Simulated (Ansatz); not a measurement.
Input file:

```
crystal:
  lattice:
    - [-2.0228974958, 6.0686924874, 2.8608090739]
    - [2.0228974958, -6.0686924874, 2.8608090739]
    - [2.0228974958, 6.0686924874, -2.8608090739]
  atoms:
    - { symbol: P, position: [0.0, 0.0, 0.0] }
    - { symbol: Ga, position: [0.25, 0.75, 0.5] }
    - { symbol: Sb, position: [0.3333333333, 0.0, 0.3333333333] }
    - { symbol: Ga, position: [0.5833333333, 0.75, 0.8333333333] }
    - { symbol: Sb, position: [0.6666666667, 0.0, 0.6666666667] }
    - { symbol: Ga, position: [0.9166666667, 0.75, 0.1666666667] }
kpoints:
  mp_grid: { grid: [8, 8, 8] }
hamiltonian:
  xc: pbe
scf:
  occupations: { method: fermi_dirac, width: 0.02 }
relax:
  f_tol: 0.005
  cell: {}
output:
  write_density: true
  write_potential: true
  elf: true
  volumetric_format: npy
```

Command:

```sh
ansatz run input.yaml --threads 4 --pin off --max-ram 6451MiB --backend cpu --events-out ev --progress --plain --runs-dir out
```

Below, planes, directions and counts refer to the conventional cell (a = 4.22 Å, b = 12.67 Å, c = 5.97 Å, α = 90.00°, β = 90.00°, γ = 90.00°).

The fields are those of the run's last geometry, not of the input's.

Space group Imm2; started from the ordered alloy on zincblende lattice prototype, which need not be the ambient phase.

Theory: Ansatz, DFT, PBE, plane waves, PAW.

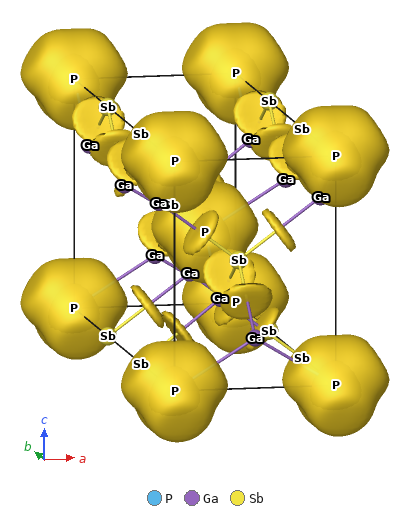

Ga$_{3}$Sb$_{2}$P. Isosurface of the electron localisation function at 0.65 (yellow), seen slightly off an axis. Only the valence region is drawn (cores and ρ < 0.01 e/Å³ removed). Sticks mark near contacts.

Core electrons are frozen (PAW), and the valence fields are smoothed inside the atomic spheres.

**What do the ELF domains correspond to?**

At this value the surface marks out 16 regions between bonded Ga–Sb atoms (shared pairs) and two regions on P in which the atom's valence shell and bonds are merged, counted in one cell of 12 atoms. Any copies at cell faces, edges or corners count once. Profiles from the grid: Ga–P (2.39 Å): the ELF peaks at about 0.90 in the valence shell of P, 0.8 Å from its nucleus, and is about 0.75 at the midpoint. Ga–Sb (2.65 Å): the ELF peaks at about 0.70 between the atoms.
